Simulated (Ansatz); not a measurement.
**CH5BGeO: rigid scan of one bond length from a Python script**

Aim: a rigid scan of one bond length, for CH5BGeO, run from a script. SMILES: [GeH3][CH]1BO1.

Computed with the Python package of Ansatz 0.2.0. Level of theory: Hartree-Fock/def2-SVP.

## Step 1: The structure

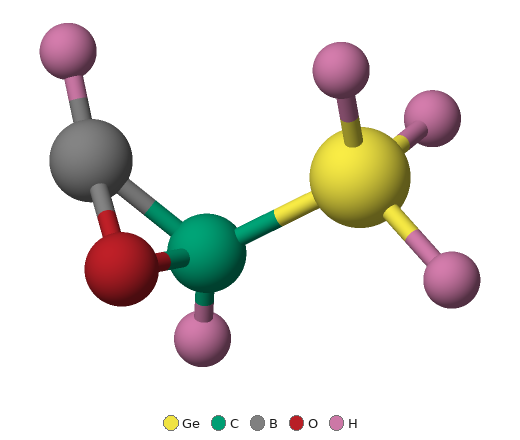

The structure that the script starts from, seen from a chosen angle (germanium yellow, carbon teal, boron grey, oxygen red, hydrogen pink).

No structure file is read: the coordinates are typed or built in the script.

## Step 2: The code

The input, ch5bgeo.py:

```python
"""Stretching a bond of CH5BGeO, the rest held rigid."""

import ansatz
import numpy as np

GEOMETRY = """
Ge   -0.44240    1.06410    0.03120
C     0.48180   -0.46150   -0.59150
B     0.34860   -1.69370    0.35720
O     1.61120   -0.73740    0.22890
H    -1.92820    1.06430   -0.57160
H    -0.55240    1.13680    1.56720
H     0.25790    2.38980   -0.47290
H     0.74480   -0.62990   -1.66790
H    -0.43270   -2.17890    1.10240
"""


def main() -> None:
    ch5bgeo = ansatz.Crystal.molecule()
    for line in GEOMETRY.strip().splitlines():
        symbol, *xyz = line.split()
        ch5bgeo = ch5bgeo.atom(symbol, [float(v) for v in xyz])

    symbols = [site.symbol for site in ch5bgeo.cartesian_sites]
    start = np.array([site.position_ang for site in ch5bgeo.cartesian_sites])
    axis = (start[0] - start[1]) / np.linalg.norm(start[0] - start[1])
    moving = [0, 4, 5, 6]
    lengths, energies = [1.663, 1.738, 1.814, 1.889, 1.965, 2.04, 2.116, 2.229], []
    for length in lengths:
        xyz = start.copy()
        xyz[moving] += (length - np.linalg.norm(start[0] - start[1])) * axis
        point = ansatz.Crystal.molecule()
        for symbol, xyz in zip(symbols, xyz):
            point = point.atom(symbol, xyz.tolist())
        base = point.calculation().basis(gaussian="def2-SVP").functional("hf")
        report = base.run().report
        energies.append(report["free_energy_ev"])
        print(f"r = {length:6.3f} A  E = {energies[-1]:.5f} eV  <S^2> = {abs(report['mean_field']['state']['spin_squared']):.3f}")

    # quartic fit about the minimum
    fit = np.polynomial.Polynomial.fit(lengths, np.array(energies) - min(energies), 4).convert()
    roots = [r.real for r in fit.deriv().roots() if abs(r.imag) < 1e-9 and fit.deriv(2)(r.real) > 0]
    r_e = min(roots, key=lambda r: abs(r - lengths[int(np.argmin(energies))]))
    print(f"minimum of the fit at {r_e:.4f} A, force constant {fit.deriv(2)(r_e):.2f} eV/A^2")


if __name__ == "__main__":
    main()
```

## Step 3: Running it

On the command line:

```console
$ python ch5bgeo.py
```

What it wrote:

```text
r =  1.663 A  E = -60277.96748 eV  <S^2> = 0.000
r =  1.738 A  E = -60278.62519 eV  <S^2> = 0.000
r =  1.814 A  E = -60279.02452 eV  <S^2> = 0.000
r =  1.889 A  E = -60279.22480 eV  <S^2> = 0.000
r =  1.965 A  E = -60279.28454 eV  <S^2> = 0.000
r =  2.040 A  E = -60279.24123 eV  <S^2> = 0.000
r =  2.116 A  E = -60279.12349 eV  <S^2> = 0.000
r =  2.229 A  E = -60278.85750 eV  <S^2> = 0.000
minimum of the fit at 1.9655 A, force constant 17.62 eV/A^2
```

Wall time 13 s (1 thread of Intel Xeon 6975P-C (Granite Rapids), shared host); peak memory 0.25 GiB.

Lines on the test bed's own set-up are left out of the output.

## Step 4: Run by run

One row for each of the 8 runs:

```csv
run,distance (Å),energy from run 5 (eV),SCF cycles,CPU time (s)
1,1.66,1.3171,12,1.6
2,1.74,0.6593,12,1.7
3,1.81,0.2600,12,1.5
4,1.89,0.0597,15,1.5
5,1.97,0.0000,15,1.5
6,2.04,0.0433,15,1.5
7,2.12,0.1610,15,1.6
8,2.23,0.4270,15,1.6
```

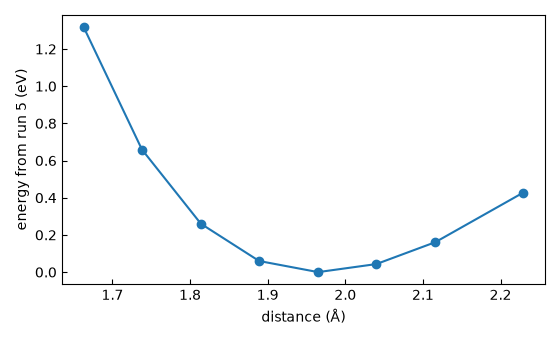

Energy against distance; lines join the points.

## Step 5: Results

| quantity | value |
| --- | --- |
| bond length at the fit's minimum | 1.9655 Å |
| runs compared | 8 |
| range of energy | 1.317 eV |
| lowest point, distance (Å) | 1.97 |

What this shows: The lowest point, at 1.97, lies inside the range. The ends stand 1.32 and 0.427 eV above it. The distance scanned is the script's pair 1, 0. Caveats:
- The rest of the molecule is held rigid at a force-field or estimated start geometry, and the basis set is modest; single-reference methods fail as a bond breaks.
- The orbitals are restricted, so S² is zero by construction.
